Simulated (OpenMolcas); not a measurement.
**Excited-state calculation of O₂ (part 2 of 2)**

Continued. System: O₂, multiplicity 3. Method: CASPT2/cc-pVDZ-DK, DKH2 (OpenMolcas 26.06). The geometry comes from this level: PBE0-D4/def2-TZVP.

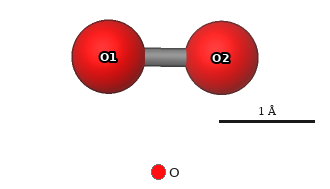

Figure 1. The input geometry (ball-and-stick view, seen on its broad side; atoms are numbered from 1 in the order of the input).

What the program printed, continued:
```
      Mulliken spin population per centre
      ---------------------------

                O1      O2
      Total    1.0000  1.0000

      Total electronic spin=    2.000000
--

      Average orbitals are written to the RASORB file
      Natural orbitals for root   1 are written to the RASORB.1 file
      Natural orbitals for root   2 are written to the RASORB.2 file
      Natural orbitals for root   3 are written to the RASORB.3 file
      Spin density orbitals for root   1 are written to the SPDORB.1 file
      Spin density orbitals for root   2 are written to the SPDORB.2 file
      Spin density orbitals for root   3 are written to the SPDORB.3 file

--- Stop Module: rasscf /rc=_RC_ALL_IS_WELL_ ---
           step13.SpdOrb.1 step13.SpdOrb.2 step13.SpdOrb.3 xmldump
--- Module rasscf spent 1 second ---

--- Start Module: caspt2 ---

                                              &CASPT2

                       available to each process: 1.9 GB of memory, 1 thread

++    Wave function specifications:
      -----------------------------

      Number of closed shell electrons           0
      Number of electrons in active shells      12
      Max number of holes in RAS1 space          0
      Max number of electrons in RAS3 space      0
      Number of inactive orbitals                0
      Number of active orbitals                  8
      Number of secondary orbitals              18
      Spin quantum number                      1.0
      State symmetry                             1
      Number of CSFs                           378
      Number of CASSCF root(s) available         3
      CASPT2 state passed to geometry opt.       3
      A file JOBMIX will be created
      This is a MULTI-STATE CASSCF reference
      Number of CI roots used                    3
      These are:                                 1   2   3
      Off-diagonal elements of Heff are computed
--

++    Orbital specifications:
      -----------------------

      Symmetry species                           1
                                                 a
      Frozen orbitals                            2
      Inactive orbitals                          0
      Active orbitals                            8
      Secondary orbitals                        18
      Deleted orbitals                           0
      Number of basis functions                 28
--

++    CASPT2 specifications:
      ----------------------

      Type of calculation                        RMS-CASPT2
      Fock operator                              state-specific
      IPEA shift                                 0.25
      Real shift                                 0.00
      Imaginary shift                            0.10
      The input orbitals will be transformed to quasi-canonical
      The input states will be rotated to diagonalize the Fock operator
--

--------------------------------------------------------------------------------
 Estimated memory requirements:
  POLY3 :                   294128
  RHS:                      271136
  SIGMA :                   286864
  PRPCTL:                        0
 Available workspace:    232482048

  H0 in the original model space basis:
                1               2               3
   1       -9.94208712     -0.00000000     -0.00000000
   2       -0.00000000     -9.61435592      0.00000000
   3       -0.00000000      0.00000000     -9.61435595

  H0 eigenvectors:
                1               2               3
   1        1.00000000     -0.00000000     -0.00000000
   2        0.00000000      0.99998859     -0.00477744
   3        0.00000000      0.00477744      0.99998859

++ CASPT2 computation for group   1

********************************************************************************
 Multi-State initialization phase begins for group   1
--------------------------------------------------------------------------------
********************************************************************************
 Compute H0 matrices for state    1
--------------------------------------------------------------------------------
--------------------------------------------------------------------------------
 H0 matrices have been computed.

********************************************************************************
  CASPT2 EQUATION SOLUTION
--------------------------------------------------------------------------------

  Total nr of CASPT2 parameters:
   Before reduction:       19656
   After  reduction:       19512

 Variance of |WF0>:       1.2571727596

 The contributions to the second order correlation energy in atomic units.
-----------------------------------------------------------------------------------------------------------------------------
  IT.      VJTU        VJTI        ATVX        AIVX        VJAI        BVAT        BJAT        BJAI        TOTAL       RNORM
-----------------------------------------------------------------------------------------------------------------------------
   1     0.000000    0.000000   -0.102133    0.000000    0.000000   -0.155725    0.000000    0.000000   -0.257857    0.003307
   2     0.000000    0.000000   -0.102413    0.000000    0.000000   -0.155852    0.000000    0.000000   -0.258266    0.000159
   3     0.000000    0.000000   -0.102419    0.000000    0.000000   -0.155855    0.000000    0.000000   -0.258274    0.000013
-----------------------------------------------------------------------------------------------------------------------------

  FINAL CASPT2 RESULT:

      Reference energy:        -149.8153183740
      E2 (Non-variational):      -0.2582733192
      Shift correction:          -0.0001719994
      E2 (Variational):          -0.2584453187
      Total energy:            -150.0737636926
      Residual norm:              0.0000009040
      Reference weight:           0.94222

      Contributions to the CASPT2 correlation energy
      Active & Virtual Only:         -0.2582733192
      One Inactive Excited:           0.0000000000
      Two Inactive Excited:           0.0000000000

++ Denominators, etc.
--------------------------------------------------------------------------------------------------------------
 Report on small energy denominators, large coefficients, and large energy contributions.
CASE  SYMM ACTIVE-MIX  NON-ACTIVE INDICES          DENOMINATOR     RHS VALUE       COEFFICIENT     CONTRIBUTION
ATVX     1  Mu1.0006  Se1.012                       1.87326163     -0.10583674      0.05596634     -0.00592329
ATVX     1  Mu1.0007  Se1.013                       1.87326163     -0.10583674      0.05596634     -0.00592329
ATVX     1  Mu1.0020  Se1.015                       2.39060941      0.06064870     -0.02516501     -0.00152623
ATVX     1  Mu1.0021  Se1.016                       2.39060942      0.06064870     -0.02516501     -0.00152623
ATVX     1  Mu1.0046  Se1.017                       2.91281017     -0.09745955      0.03326082     -0.00324159
ATVX     1  Mu1.0124  Se1.017                       3.78031298     -0.10920049      0.02829872     -0.00309023
BVATM    1  Mu1.0007  Se1.015 Se1.012               3.38247076      0.08723955     -0.02573494     -0.00224510
BVATM    1  Mu1.0007  Se1.016 Se1.013               3.38247076     -0.08723955      0.02573494     -0.00224510
--

   (Skipping property calculation,
    use PROP keyword to activate)
--

++ CASPT2 computation for group   2

********************************************************************************
 Multi-State initialization phase begins for group   2
--------------------------------------------------------------------------------
********************************************************************************
 Compute H0 matrices for state    2
--------------------------------------------------------------------------------
--------------------------------------------------------------------------------
 H0 matrices have been computed.

********************************************************************************
  CASPT2 EQUATION SOLUTION
--------------------------------------------------------------------------------

  Total nr of CASPT2 parameters:
   Before reduction:       19656
   After  reduction:       19656

 Variance of |WF0>:       1.2364859900

 The contributions to the second order correlation energy in atomic units.
-----------------------------------------------------------------------------------------------------------------------------
  IT.      VJTU        VJTI        ATVX        AIVX        VJAI        BVAT        BJAT        BJAI        TOTAL       RNORM
-----------------------------------------------------------------------------------------------------------------------------
   1     0.000000    0.000000   -0.086767    0.000000    0.000000   -0.161129    0.000000    0.000000   -0.247896    0.003752
   2     0.000000    0.000000   -0.087125    0.000000    0.000000   -0.161304    0.000000    0.000000   -0.248430    0.000177
   3     0.000000    0.000000   -0.087128    0.000000    0.000000   -0.161305    0.000000    0.000000   -0.248433    0.000019
   4     0.000000    0.000000   -0.087128    0.000000    0.000000   -0.161304    0.000000    0.000000   -0.248432    0.000002
-----------------------------------------------------------------------------------------------------------------------------

  FINAL CASPT2 RESULT:

      Reference energy:        -149.5817699116
      E2 (Non-variational):      -0.2484320615
      Shift correction:          -0.0001385120
      E2 (Variational):          -0.2485705735
      Total energy:            -149.8303404851
      Residual norm:              0.0000001705
      Reference weight:           0.94735

      Contributions to the CASPT2 correlation energy
      Active & Virtual Only:         -0.2484320615
      One Inactive Excited:           0.0000000000
      Two Inactive Excited:           0.0000000000

++ Denominators, etc.
--------------------------------------------------------------------------------------------------------------
 Report on small energy denominators, large coefficients, and large energy contributions.
CASE  SYMM ACTIVE-MIX  NON-ACTIVE INDICES          DENOMINATOR     RHS VALUE       COEFFICIENT     CONTRIBUTION
ATVX     1  Mu1.0086  Se1.012                       2.78347032      0.09388801     -0.03257408     -0.00305832
ATVX     1  Mu1.0085  Se1.013                       2.78347032     -0.09388801      0.03257408     -0.00305832
ATVX     1  Mu1.0162  Se1.017                       3.78656735      0.11104720     -0.02865951     -0.00318256
BVATM    1  Mu1.0003  Se1.015 Se1.012               3.34996005      0.08692391     -0.02615314     -0.00227333
BVATM    1  Mu1.0003  Se1.016 Se1.013               3.34996005     -0.08692391      0.02615314     -0.00227333
--

   (Skipping property calculation,
    use PROP keyword to activate)
--

++ CASPT2 computation for group   3

********************************************************************************
 Multi-State initialization phase begins for group   3
--------------------------------------------------------------------------------
********************************************************************************
 Compute H0 matrices for state    3
--------------------------------------------------------------------------------
--------------------------------------------------------------------------------
 H0 matrices have been computed.

********************************************************************************
  CASPT2 EQUATION SOLUTION
--------------------------------------------------------------------------------

  Total nr of CASPT2 parameters:
   Before reduction:       19656
   After  reduction:       19656

 Variance of |WF0>:       1.2364859906

 The contributions to the second order correlation energy in atomic units.
-----------------------------------------------------------------------------------------------------------------------------
  IT.      VJTU        VJTI        ATVX        AIVX        VJAI        BVAT        BJAT        BJAI        TOTAL       RNORM
-----------------------------------------------------------------------------------------------------------------------------
   1     0.000000    0.000000   -0.086787    0.000000    0.000000   -0.161128    0.000000    0.000000   -0.247915    0.003752
   2     0.000000    0.000000   -0.087145    0.000000    0.000000   -0.161303    0.000000    0.000000   -0.248449    0.000177
   3     0.000000    0.000000   -0.087148    0.000000    0.000000   -0.161304    0.000000    0.000000   -0.248452    0.000019
   4     0.000000    0.000000   -0.087148    0.000000    0.000000   -0.161303    0.000000    0.000000   -0.248451    0.000002
-----------------------------------------------------------------------------------------------------------------------------

  FINAL CASPT2 RESULT:

      Reference energy:        -149.5817699116
      E2 (Non-variational):      -0.2484509919
      Shift correction:          -0.0001387330
      E2 (Variational):          -0.2485897249
      Total energy:            -149.8303596365
      Residual norm:              0.0000001705
      Reference weight:           0.94733

      Contributions to the CASPT2 correlation energy
      Active & Virtual Only:         -0.2484509919
      One Inactive Excited:           0.0000000000
      Two Inactive Excited:           0.0000000000

++ Denominators, etc.
--------------------------------------------------------------------------------------------------------------
 Report on small energy denominators, large coefficients, and large energy contributions.
CASE  SYMM ACTIVE-MIX  NON-ACTIVE INDICES          DENOMINATOR     RHS VALUE       COEFFICIENT     CONTRIBUTION
ATVX     1  Mu1.0087  Se1.012                       2.78348294      0.09326899     -0.03235936     -0.00301812
ATVX     1  Mu1.0086  Se1.013                       2.78348294      0.09326899     -0.03235936     -0.00301812
ATVX     1  Mu1.0158  Se1.017                       3.78656821     -0.11105508      0.02866156     -0.00318301
BVATM    1  Mu1.0003  Se1.015 Se1.012               3.35012022     -0.08452311      0.02543301     -0.00214968
BVATM    1  Mu1.0003  Se1.016 Se1.013               3.35012022      0.08452311     -0.02543301     -0.00214968
--

   (Skipping property calculation,
    use PROP keyword to activate)
--

  Total CASPT2 energies:

  State-specific CASPT2 energies obtained using
  rotated states do not have a well-defined physical
  meaning, however they can be extracted from the
  diagonal of the effective Hamiltonian.

++ Multi-State CASPT2 section:
********************************************************************************
  MULTI-STATE CASPT2 SECTION
--------------------------------------------------------------------------------

  Output diagonal energies have been shifted. Add    150.00000000000000

  Effective Hamiltonian matrix (Symmetric):

                1               2               3
   1      -300.07376369
   2        -0.00000000   -299.83034049
   3         0.00000000      0.00000080   -299.83035964

       Total RMS-CASPT2 energies:
::    RMS-CASPT2 Root  1     Total energy:   -150.07376369
::    RMS-CASPT2 Root  2     Total energy:   -149.83035967
::    RMS-CASPT2 Root  3     Total energy:   -149.83034045

       Eigenvectors:
            1.00000000      0.00000000     -0.00000000
            0.00000000     -0.04184887      0.99912395
           -0.00000000      0.99912395      0.04184887

       In terms of the input states:
            1.00000000      0.00000000     -0.00000000
            0.00000000     -0.04662164      0.99891262
           -0.00000000      0.99891262      0.04662164

--

  THE ORIGINAL CI ARRAYS ARE NOW MIXED AS LINEAR
  COMBINATIONS, GIVEN BY THE EIGENVECTORS.
  A NEW JOBIPH FILE NAMED 'JOBMIX' IS PREPARED.
********************************************************************************

++ Mixed CI coefficients:
  The CI coefficients for the MIXED state nr.   1
--------------------------------------------------------------------------------
 CI COEFFICIENTS LARGER THAN  5.00E-02
  Occupation of active orbitals, and spin coupling
  of open shells. (u,d: Spin up or down).
  SGUGA info is (Midvert:IsyUp:UpperWalk/LowerWalk)
        Conf  SGUGA info        Occupation    Coefficient         Weight
           1  ( 1:1:   1/   1)   22222uu0       -0.970794       0.942442
          18  ( 2:1:   3/   1)   222uu220       -0.153314       0.023505
          49  ( 2:1:  10/   2)   22u2du2u        0.068098       0.004637
          54  ( 2:1:  15/   2)   22u2uu2d        0.079098       0.006256
         118  ( 3:1:   1/   2)   22ud22uu        0.068098       0.004637
         139  ( 3:1:   4/   5)   22022uu2        0.079808       0.006369
         176  ( 4:1:   5/   1)   22uu22ud        0.079098       0.006256

  The CI coefficients for the MIXED state nr.   2
--------------------------------------------------------------------------------
 CI COEFFICIENTS LARGER THAN  5.00E-02
  Occupation of active orbitals, and spin coupling
  of open shells. (u,d: Spin up or down).
  SGUGA info is (Midvert:IsyUp:UpperWalk/LowerWalk)
        Conf  SGUGA info        Occupation    Coefficient         Weight
           2  ( 1:1:   2/   1)   2222u2u0        0.058522       0.003425
           3  ( 1:1:   3/   1)   2222uu20        0.698842       0.488380
          16  ( 2:1:   1/   1)   222u22u0       -0.698842       0.488380
          17  ( 2:1:   2/   1)   222u2u20        0.058522       0.003425
         141  ( 3:1:   6/   5)   2202uu22       -0.074814       0.005597
         281  ( 5:1:   2/   4)   220u22u2        0.074814       0.005597

  The CI coefficients for the MIXED state nr.   3
--------------------------------------------------------------------------------
 CI COEFFICIENTS LARGER THAN  5.00E-02
  Occupation of active orbitals, and spin coupling
  of open shells. (u,d: Spin up or down).
  SGUGA info is (Midvert:IsyUp:UpperWalk/LowerWalk)
        Conf  SGUGA info        Occupation    Coefficient         Weight
           2  ( 1:1:   2/   1)   2222u2u0       -0.698842       0.488380
           3  ( 1:1:   3/   1)   2222uu20        0.058522       0.003425
          16  ( 2:1:   1/   1)   222u22u0       -0.058522       0.003425
          17  ( 2:1:   2/   1)   222u2u20       -0.698842       0.488380
         140  ( 3:1:   5/   5)   2202u2u2        0.074814       0.005597
         282  ( 5:1:   3/   4)   220u2u22        0.074814       0.005597

--

--- Stop Module: caspt2 /rc=_RC_ALL_IS_WELL_ ---
--- Module caspt2 spent 1 second ---

.##################.
.# Happy landing! #.
.##################.

    Timing: Wall=3.28 User=2.96 System=0.30
```

This output came from the following input.

Input file:
```
* O2 CASPT2

&GATEWAY
 Coord
 2
 bohr
 O      0.96290995    -0.31152135     0.49595862
 O     -0.96290995     0.31152135    -0.49595862
 Basis=cc-pVDZ-DK
 Group=NoSym
 RICD

&SEWARD
 Relativistic=R02E00

&RASSCF
 FileOrb=$CurrDir/step2.RasOrb
 Spin=3
 Nactel=12 0 0
 Inactive=2
 Ras2=8
 CIRoot=3 3 1
 OrbListing=Nothing

&CASPT2
 RMultistate=all
 Imaginary=0.1
```

Command:
```bash
export MOLCAS_MEM=1860
pymolcas step13.inp > step13.log
```

Key numbers:

| quantity | value |
| --- | --- |
| outcome | converged |
| total energy | −150.073764 hartree |
| CASSCF energy | −149.815318 hartree |
| basis functions | 28 |
| hardware | 1 thread of Arm Neoverse V2, 24 GiB of memory available, shared host |
| wall time | 3.6 s |
| peak memory | 0.081 GiB |
